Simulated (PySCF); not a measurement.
```xyz
26

Si    1.3502   -1.1489    0.7004
H     2.4138   -2.0511    1.2537
C     1.4753    0.5692    1.4716
Si    0.1457    1.7286    0.8006
H     0.2637    3.0858    1.4298
C     0.3511    1.8484   -1.0718
Si    0.2084    0.1552   -1.8933
H     0.3763    0.2759   -3.3798
C     1.5348   -0.9762   -1.1697
C    -1.4859   -0.5642   -1.4761
Si   -1.7267   -0.7335    0.3883
H    -3.0787   -1.3090    0.6928
C    -0.3641   -1.8494    1.0667
C    -1.5434    0.9732    1.1731
H     2.4731    0.9942    1.2638
H     1.3815    0.4919    2.5689
H    -0.4167    2.5248   -1.4865
H     1.3326    2.2953   -1.3079
H     1.4699   -1.9718   -1.6425
H     2.5342   -0.5724   -1.4075
H    -1.5981   -1.5526   -1.9552
H    -2.2754    0.0851   -1.8932
H    -0.4531   -2.8542    0.6177
H    -0.4925   -1.9717    2.1564
H    -1.6767    0.8919    2.2662
H    -2.3408    1.6415    0.8035
```

Geometry: PBE0-D3(BJ)/def2-SVP.

The calculation used PBE0/def2-SVPD, SCF density, gas phase (PySCF).

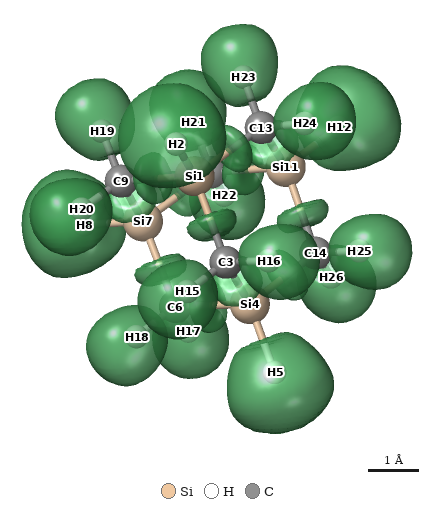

C6H16Si4. Isosurface of the ELF at 0.85 (green), seen across its widest extent. Only the valence region is drawn (cores and ρ < 0.01 e/Å³ removed).

Identify the bonds, lone pairs and shells in this picture.

Answer. At this value the surface marks out twelve regions between bonded C–Si atoms (shared pairs) and 16 regions around hydrogen nuclei.

Values along the shortest contacts:
C–Si (1.89 Å): the ELF peaks at about 0.95 between the atoms: a shared electron pair. C–H (1.10 Å): the ELF climbs to about 1 towards the hydrogen, as it does in any bond to H; a covalent bond by its length.
